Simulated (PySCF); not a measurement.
# C₃H₁₇NOSi₄: geometry, NMR shifts

What NMR shifts should C₃H₁₇NOSi₄ (`C[Si](C)(C)O[SiH2]N([SiH3])[SiH3]`) show?

Programs: PySCF 2.14.0, with density-fitted response routines of our own. Each step states its level of theory. These are calculated values for one molecule in the gas phase, unless marked as measured. Atoms count from 0, in the outputs and in this text.

### Step 1. The starting structure

26 atoms, charge 0, multiplicity 1; geometry from: GFN2-xTB.

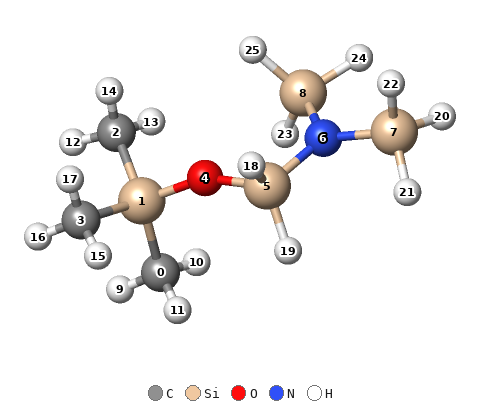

As it starts; carbon grey, silicon light orange, oxygen red, nitrogen blue, hydrogen white, atoms numbered.

### Step 2. Relaxing the molecule at PBE0-D3(BJ)/def2-SVP

What the job is given:

```
{"job": {"xc": "PBE0", "basis": "def2-SVP", "d3": "d3bj", "grid": 1, "kind": "geom"}, "charge": 0, "multiplicity": 1}
C     -2.181591     0.414953    -1.785767
Si    -1.802866     0.108918     0.055505
C     -1.899160     1.715176     1.071301
C     -2.949068    -1.237982     0.765688
O     -0.262205    -0.416180     0.196036
Si     1.021861    -1.323440    -0.149332
N      2.407248    -0.280802    -0.073204
Si     3.968797    -1.016477    -0.270538
Si     2.177626     1.391849     0.365951
H     -3.194091     0.775776    -1.937197
H     -1.502766     1.151608    -2.205554
H     -2.067067    -0.498524    -2.362374
H     -2.905434     2.122263     1.080732
H     -1.236674     2.474623     0.666985
H     -1.602762     1.543179     2.101573
H     -2.812042    -2.181310     0.244862
H     -3.995361    -0.961627     0.679950
H     -2.741061    -1.415254     1.816867
H      1.083313    -2.365932     0.874592
H      0.888745    -1.864269    -1.502217
H      4.882332    -0.005458    -0.798814
H      3.821854    -2.128247    -1.210455
H      4.457039    -1.524915     1.017006
H      1.318785     2.040576    -0.628122
H      3.507742     2.003950     0.353425
H      1.595762     1.500160     1.706062
```

Output:

```text
step   0  E = -1411.35448680  max force = 0.029191
step   1  E = -1411.36318722  max force = 0.003153
step   2  E = -1411.36361126  max force = 0.001555
step   3  E = -1411.36371002  max force = 0.001278
step   4  E = -1411.36379815  max force = 0.001516
step   5  E = -1411.36391195  max force = 0.002218
step   6  E = -1411.36404880  max force = 0.001537
step   7  E = -1411.36421184  max force = 0.000756
step   8  E = -1411.36428059  max force = 0.001042
step   9  E = -1411.36436481  max force = 0.000978
step  10  E = -1411.36439984  max force = 0.000770
step  11  E = -1411.36441530  max force = 0.000766
step  12  E = -1411.36442945  max force = 0.000790
step  13  E = -1411.36445779  max force = 0.000772
step  14  E = -1411.36448639  max force = 0.000805
step  15  E = -1411.36451472  max force = 0.000550
step  16  E = -1411.36453425  max force = 0.000447
step  17  E = -1411.36454633  max force = 0.000451
step  18  E = -1411.36455514  max force = 0.000366
optimisation converged
```

Wall time 10 min (1 thread, shared host).

The steps of the relaxation:

```csv
step,energy from step 0 (eV),largest force component (eV/Å)
0,0.0000,1.5011
1,-0.2368,0.1621
2,-0.2483,0.0800
3,-0.2510,0.0657
4,-0.2534,0.0780
5,-0.2565,0.1141
6,-0.2602,0.0790
7,-0.2646,0.0389
8,-0.2665,0.0536
9,-0.2688,0.0503
10,-0.2697,0.0396
11,-0.2702,0.0394
12,-0.2706,0.0406
13,-0.2713,0.0397
14,-0.2721,0.0414
15,-0.2729,0.0283
16,-0.2734,0.0230
17,-0.2737,0.0232
18,-0.2740,0.0188
```

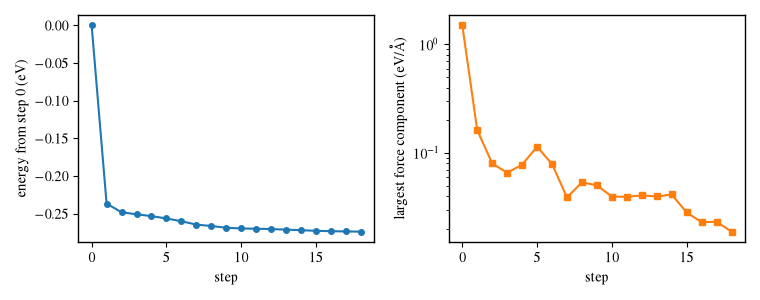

Energy and force, step by step.

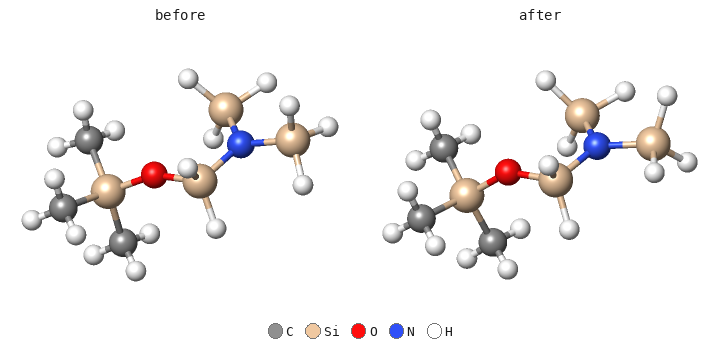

The geometry before (left) and after (right).

Distances of close pairs at the start and the end, largest changes first:

```csv
bond,before (Å),after (Å),change (Å)
Si1–O4,1.634,1.680,+0.046
O4–Si5,1.610,1.646,+0.036
Si1–C2,1.903,1.868,-0.035
Si1–C3,1.906,1.871,-0.035
Si5–H19,1.463,1.497,+0.034
Si7–H20,1.461,1.495,+0.034
Si7–H21,1.463,1.496,+0.033
Si8–H24,1.464,1.497,+0.033
```

The next job starts from the end point, and lists it.

```csv
at the end point,value
point group (found at 0.08 Å tolerance),C1
"rotational constants (GHz, main isotopes)","1.546, 0.435, 0.387"
dipole moment (D),1.48
```

### Step 3. NMR shieldings: PBE0/pcSseg-1

What the job is given:

```
{"job": {"kind": "nmr", "xc": "PBE0", "basis": "pcSseg-1"}, "charge": 0, "multiplicity": 1}
C     -1.836154     0.366113    -1.749951
Si    -1.807945     0.072985     0.099932
C     -2.056527     1.662715     1.048723
C     -3.071101    -1.215141     0.596442
O     -0.288180    -0.504275     0.524277
Si     1.019959    -1.411448     0.105489
N      2.367380    -0.301548     0.062582
Si     3.977147    -0.869797    -0.324357
Si     2.074069     1.402499     0.360677
H     -2.815114     0.753710    -2.074306
H     -1.068798     1.100942    -2.040220
H     -1.641836    -0.565305    -2.304834
H     -3.049942     2.094008     0.847625
H     -1.297126     2.410267     0.772564
H     -1.975729     1.482830     2.132050
H     -2.906050    -2.158599     0.052247
H     -4.095494    -0.874676     0.376419
H     -3.007810    -1.430185     1.674481
H      1.244950    -2.481771     1.119784
H      0.809868    -2.052804    -1.230356
H      4.496299    -0.259034    -1.586247
H      3.889162    -2.352082    -0.507447
H      4.949226    -0.571012     0.770622
H      1.129748     1.999309    -0.633154
H      3.399058     2.082248     0.209329
H      1.552486     1.671719     1.732484
```

With the program's defaults for keys left out, this is: GIAO PBE0/pcSseg-1 NMR shielding, non-relativistic, gas phase.

Output:

```text
coarse grid: 22448 points
cycle   1  E = -1411.5840547876  dE =  3.675e-01  |g| = 9.485e-01  |ddm| = 4.515e+00
cycle   2  E = -1411.3437897266  dE =  2.403e-01  |g| = 1.441e+00  |ddm| = 1.946e+00
cycle   3  E = -1411.7561855725  dE = -4.124e-01  |g| = 1.864e-01  |ddm| = 1.417e+00
cycle   4  E = -1411.7632239408  dE = -7.038e-03  |g| = 4.464e-02  |ddm| = 1.782e-01
cycle   5  E = -1411.7636283150  dE = -4.044e-04  |g| = 1.708e-02  |ddm| = 4.469e-02
cycle   6  E = -1411.7636886843  dE = -6.037e-05  |g| = 4.858e-03  |ddm| = 1.869e-02
cycle   7  E = -1411.7636934093  dE = -4.725e-06  |g| = 7.262e-04  |ddm| = 4.291e-03
final grid: 194856 points
cycle   8  E = -1411.8209716179  dE = -2.626e-05  |g| = 1.102e-02  |ddm| = 2.841e-02
cycle   9  E = -1411.8209434586  dE =  2.816e-05  |g| = 1.634e-02  |ddm| = 1.917e-02
cycle  10  E = -1411.8209964852  dE = -5.303e-05  |g| = 1.864e-03  |ddm| = 1.215e-02
cycle  11  E = -1411.8209972148  dE = -7.296e-07  |g| = 1.610e-04  |ddm| = 1.548e-03
cycle  12  E = -1411.8209972199  dE = -5.123e-09  |g| = 3.300e-05  |ddm| = 1.737e-04
cycle  13  E = -1411.8209972201  dE = -1.864e-10  |g| = 1.688e-05  |ddm| = 5.460e-05
converged SCF energy = -1411.8209972201

GIAO shielding tensors (ppm)
atom      isotropic    diamagn.    paramagn.     s11        s22        s33       span
  0 C      183.858     258.787     -74.928    176.981    185.072    189.521     12.540
  1 Si     329.298     883.187    -553.889    313.933    323.626    350.335     36.402
  2 C      183.110     257.831     -74.721    175.270    184.224    189.835     14.565
  3 C      182.073     256.063     -73.990    173.414    182.082    190.722     17.308
  4 O      262.057     406.819    -144.762    226.132    247.225    312.814     86.683
  5 Si     385.689     883.940    -498.252    360.778    373.973    422.315     61.537
  6 N      270.162     335.418     -65.256    243.593    273.262    293.631     50.039
  7 Si     410.656     878.126    -467.470    362.474    401.883    467.610    105.136
  8 Si     402.797     882.257    -479.460    365.457    381.408    461.526     96.068
  9 H       31.316      30.239       1.078     27.225     28.284     38.440     11.215
 10 H       30.851      35.260      -4.409     26.555     29.280     36.718     10.163
 11 H       30.872      33.762      -2.890     27.092     28.708     36.816      9.724
 12 H       31.380      29.651       1.729     27.277     28.448     38.415     11.139
 13 H       30.736      34.649      -3.912     26.179     29.444     36.585     10.406
 14 H       30.841      32.348      -1.507     27.397     28.068     37.057      9.659
 15 H       31.029      31.756      -0.727     26.901     29.061     37.125     10.223
 16 H       31.321      28.529       2.792     27.218     28.479     38.264     11.045
 17 H       30.849      31.025      -0.176     26.898     28.537     37.111     10.213
 18 H       26.194      31.669      -5.475     21.954     25.104     31.523      9.568
 19 H       26.141      33.324      -7.183     22.181     25.909     30.332      8.150
 20 H       26.724      27.694      -0.969     22.898     24.898     32.377      9.478
 21 H       26.711      27.394      -0.683     23.012     25.414     31.708      8.696
 22 H       26.709      26.942      -0.233     22.877     24.687     32.564      9.687
 23 H       26.584      33.677      -7.093     22.736     26.496     30.519      7.783
 24 H       26.639      30.103      -3.464     22.886     25.595     31.437      8.552
 25 H       26.536      32.025      -5.489     23.067     25.440     31.100      8.033
```

Wall time 65 s (1 thread, shared host).

The references, computed at this level on geometries of the same kind, shield at (ppm): ¹H TMS 31.27, ¹³C TMS 184.4, ²⁹Si TMS 352.0, ¹⁵N NH3 265.7, ¹⁷O H2O 334.6. Their shielding less the atom's gives the shift. The references are single molecules in the gas phase, so shifts against H2O, NH3, PH3, H3PO4 or CFCl3 are not on the usual liquid scales and can be off by tens of ppm. Atoms listed in one row are averaged.

```csv
atoms,environment,σ (ppm),δ (ppm),δ scaled to CDCl3
"C0, C2, C3",methyl carbon bonded to Si,183.0,1.4,0.8
"H18, H19","hydrogen on a silicon bonded to N, O",26.17,5.10,–
"H20, H21, H22, H23, H24, H25",hydrogen on a silicon bonded to N,26.65,4.62,–
"H9, H10, H11, H12, H13 and 4 more",hydrogen on a methyl carbon bonded to Si,31.02,0.25,0.45
Si1,"silicon bonded to 3 C, O",329.3,22.7,–
Si5,"silicon bonded to N, O, 2 H",385.7,-33.7,–
"Si7, Si8","silicon bonded to N, 3 H",406.7,-54.7,–
O4,oxygen bonded to 2 Si,262.1,72.5,–
N6,nitrogen bonded to 3 Si,270.2,-4.5,–
```

The scaled column applies a straight-line fit of computed shieldings to shifts measured in CDCl3 (root-mean-square error 0.21 ppm for H, 2.0 ppm for C).

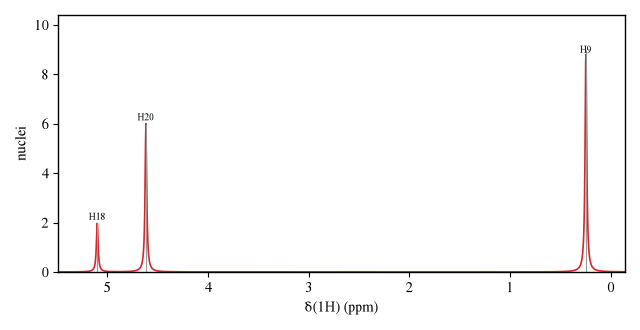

¹H lines at the computed shifts, without couplings. Lines are broadened to a width of 0.02 ppm (Lorentzian).

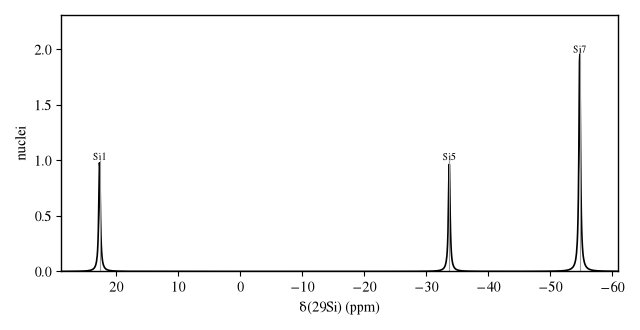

²⁹Si lines at the computed shifts, without couplings. Lines are broadened to a width of 0.31 ppm (Lorentzian).

The run also stored atomic charges by several schemes (e):

```csv
atoms,Mulliken,IAO,Hirshfeld,ESP fit
"C0, C2, C3",-0.65,-0.74,-0.22,-0.81
Si1,1.11,1.30,0.46,1.24
O4,-0.79,-0.87,-0.30,-0.60
Si5,0.98,1.10,0.42,0.64
N6,-1.09,-1.04,-0.35,-0.47
"Si7, Si8",0.64,0.72,0.34,0.42
```

Mulliken charges:

C0 -0.66; Si1 1.11; C2 -0.64; C3 -0.64; O4 -0.79; Si5 0.98; N6 -1.09; Si7 0.63; Si8 0.64; H9 0.14; H10 0.15; H11 0.14; H12 0.14; H13 0.15; H14 0.14; H15 0.14; H16 0.14; H17 0.14; H18 -0.12; H19 -0.13; H20 -0.09; H21 -0.11; H22 -0.09; H23 -0.11; H24 -0.10; H25 -0.08

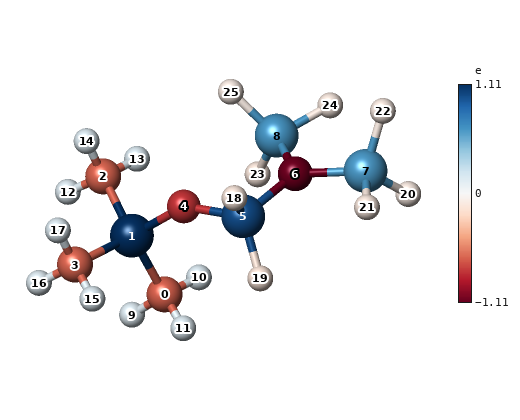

Mulliken charges, as colours on the atoms.

Mayer bond orders: C0–Si1 0.97, Si1–C2 0.97, Si1–C3 0.97, Si1–O4 0.81, O4–Si5 0.94, Si5–N6 0.88, N6–Si7 0.90, N6–Si8 0.88.

### Step 4. Shielding tensors: CAM-B3LYP/pcSseg-1

Same as in step 3 but for these lines:

```diff
@@ -1,2 +1,2 @@
-{"job": {"kind": "nmr", "xc": "PBE0", "basis": "pcSseg-1"}, "charge": 0, "multiplicity": 1}
+{"job": {"kind": "nmr", "xc": "CAM-B3LYP", "basis": "pcSseg-1", "pop": false}, "charge": 0, "multiplicity": 1}
 C     -1.836154     0.366113    -1.749951
```

With the program's defaults for keys left out, this is: GIAO CAM-B3LYP/pcSseg-1 NMR shielding, non-relativistic, gas phase.

Output:

```text
coarse grid: 22448 points
cycle   1  E = -1412.2878511201  dE =  4.532e-01  |g| = 9.404e-01  |ddm| = 4.452e+00
cycle   2  E = -1412.1909446236  dE =  9.691e-02  |g| = 1.207e+00  |ddm| = 1.515e+00
cycle   3  E = -1412.4568264680  dE = -2.659e-01  |g| = 1.256e-01  |ddm| = 9.693e-01
cycle   4  E = -1412.4596527107  dE = -2.826e-03  |g| = 4.574e-02  |ddm| = 1.212e-01
cycle   5  E = -1412.4600848456  dE = -4.321e-04  |g| = 1.364e-02  |ddm| = 4.256e-02
cycle   6  E = -1412.4601227132  dE = -3.787e-05  |g| = 2.857e-03  |ddm| = 1.264e-02
cycle   7  E = -1412.4601244564  dE = -1.743e-06  |g| = 6.562e-04  |ddm| = 3.202e-03
final grid: 194856 points
cycle   8  E = -1412.5245671528  dE = -2.013e-05  |g| = 4.188e-03  |ddm| = 1.394e-02
cycle   9  E = -1412.5245673744  dE = -2.216e-07  |g| = 4.161e-03  |ddm| = 5.958e-03
cycle  10  E = -1412.5245711449  dE = -3.771e-06  |g| = 6.363e-04  |ddm| = 2.974e-03
cycle  11  E = -1412.5245712143  dE = -6.935e-08  |g| = 1.322e-04  |ddm| = 4.921e-04
cycle  12  E = -1412.5245712180  dE = -3.667e-09  |g| = 3.355e-05  |ddm| = 1.481e-04
cycle  13  E = -1412.5245712181  dE = -1.819e-10  |g| = 8.079e-06  |ddm| = 3.595e-05
converged SCF energy = -1412.5245712181

GIAO shielding tensors (ppm)
atom      isotropic    diamagn.    paramagn.     s11        s22        s33       span
  0 C      182.044     257.705     -75.660    175.177    183.012    187.944     12.767
  1 Si     322.377     882.858    -560.480    307.881    317.465    341.787     33.906
  2 C      181.177     256.610     -75.433    173.318    182.053    188.159     14.842
  3 C      180.096     254.766     -74.670    171.455    179.782    189.051     17.596
  4 O      265.096     407.793    -142.697    232.330    250.821    312.138     79.808
  5 Si     379.866     883.662    -503.796    353.719    367.432    418.448     64.729
  6 N      269.212     336.218     -67.006    242.353    272.428    292.855     50.502
  7 Si     404.756     877.601    -472.845    357.635    394.754    461.879    104.244
  8 Si     396.954     881.851    -484.898    360.505    375.343    455.014     94.509
  9 H       31.380      30.105       1.276     27.370     28.395     38.375     11.005
 10 H       30.926      35.403      -4.476     26.690     29.385     36.703     10.012
 11 H       30.952      33.822      -2.870     27.229     28.827     36.801      9.571
 12 H       31.445      29.525       1.920     27.428     28.552     38.355     10.926
 13 H       30.819      34.766      -3.947     26.340     29.550     36.567     10.228
 14 H       30.915      32.347      -1.432     27.532     28.191     37.023      9.491
 15 H       31.105      31.811      -0.706     27.050     29.174     37.090     10.040
 16 H       31.381      28.406       2.974     27.365     28.586     38.191     10.826
 17 H       30.921      31.039      -0.117     27.039     28.651     37.074     10.035
 18 H       26.392      31.817      -5.424     22.176     25.311     31.690      9.513
 19 H       26.341      33.518      -7.178     22.408     26.126     30.488      8.080
 20 H       26.903      27.781      -0.878     23.133     25.079     32.496      9.363
 21 H       26.883      27.461      -0.577     23.235     25.612     31.804      8.569
 22 H       26.886      26.982      -0.096     23.111     24.867     32.681      9.570
 23 H       26.770      33.870      -7.100     22.962     26.702     30.644      7.682
 24 H       26.809      30.101      -3.292     23.074     25.757     31.595      8.521
 25 H       26.721      32.154      -5.433     23.282     25.668     31.213      7.931
```

Run time: 94 s. Hardware: 1 thread, shared host.

Key values: δ C0 1.3, Si1 21.0, Si5 -36.5, Si7 -57.4, H18 4.96, H20 4.50 ppm (means over like atoms).

### Step 5. Side by side: NMR shifts

Shifts (ppm) of some atoms, chosen among heavy atoms and hydrogens apart, means over like atoms, with basis size and wall time:

```csv
run,H18,H20,Si1,Si5,Si7,O4,N6,functions,time
PBE0/pcSseg-1,5.10,4.62,22.7,-33.7,-54.7,72.5,-4.5,266,65 s
CAM-B3LYP/pcSseg-1,4.96,4.50,21.0,-36.5,-57.4,73.5,-1.9,266,94 s
```

### Step 6. Summary of results

| quantity | value |
| --- | --- |
| point group | C1 |
| rotational constants (main isotopes) | 1.55, 0.43, 0.39 GHz |
| ¹³C shifts against TMS (PBE0/pcSseg-1, means over atoms taken as alike) | 1.4 ppm |
| ¹H shifts against TMS (PBE0/pcSseg-1, means over atoms taken as alike) | 5.10, 4.62, 0.25 ppm |
| ²⁹Si shifts against TMS (PBE0/pcSseg-1, means over atoms taken as alike) | 22.7, -33.7, -54.7 ppm |
| ¹⁷O shifts against H2O (PBE0/pcSseg-1) | 72.5 ppm |
| ¹⁵N shifts against NH3 (PBE0/pcSseg-1) | -4.5 ppm |
| range of the shift of Si5 | -36.5 to -33.7 ppm |

What this shows: Relaxing lowered the energy by 0.274 eV in 18 steps; the close pair that moved most is Si1–O4, from 1.634 to 1.680 Å. At PBE0/pcSseg-1: Shielding is most anisotropic at Si7, Si8 (span 101 ppm, paramagnetic term -473 ppm). In ppm, Si5 moves most: its shift spreads over 2.8 ppm, from -36.5 (CAM-B3LYP/pcSseg-1) to -33.7 (PBE0/pcSseg-1).
